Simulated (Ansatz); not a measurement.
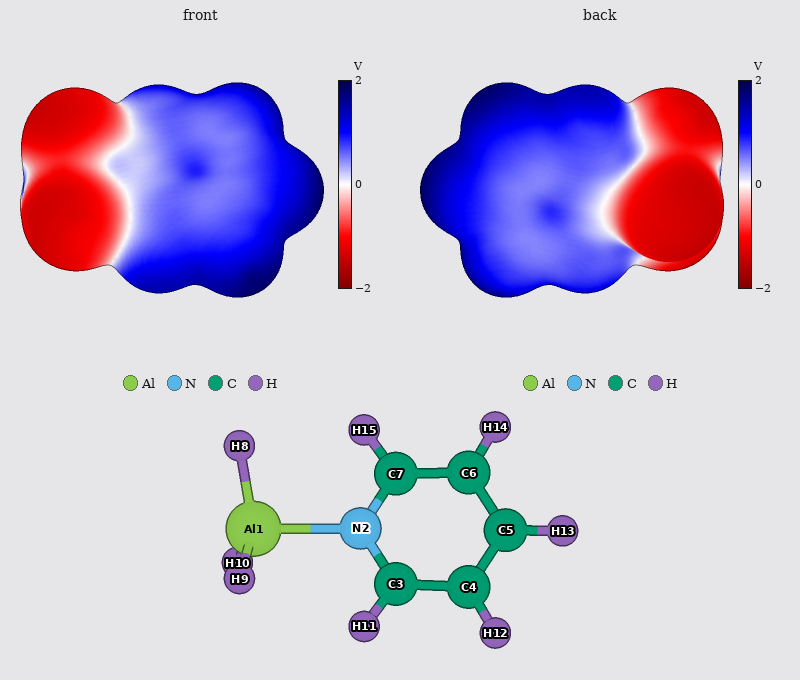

*C₅H₈AlN. The electrostatic potential painted on the density surface at 0.002 e/bohr³, seen from the front and from behind; the colour scale runs from red (negative) to blue (positive). The bare structure is drawn below in the same view.*

Geometry: PBE0-D4/def2-TZVP.

Computed with RKS PBE0-D4/def2-TZVPP in Ansatz 0.2.0.

```xyz
15

Al   -0.7185    0.3984    2.4560
N    -0.1355    0.1078    0.5318
C     0.8835   -0.7064    0.2518
C     1.2778   -0.9704   -1.0453
C     0.5919   -0.3651   -2.0858
C    -0.4635    0.4831   -1.7917
C    -0.7954    0.6950   -0.4680
H    -1.3083    1.8864    2.3301
H     0.6933    0.1905    3.1918
H    -1.7950   -0.7765    2.6425
H     1.3866   -1.1419    1.1077
H     2.1104   -1.6367   -1.2295
H     0.8789   -0.5495   -3.1144
H    -1.0239    0.9796   -2.5730
H    -1.6042    1.3547   -0.1746
```

### Describe the electrostatic potential map.

The most negative region (about −1.4 V, or −32 kcal/mol for a unit charge) lies over H9 and H10, the most positive (about +1.8 V, or +42 kcal/mol for a unit charge) over H12, H13 and H14.
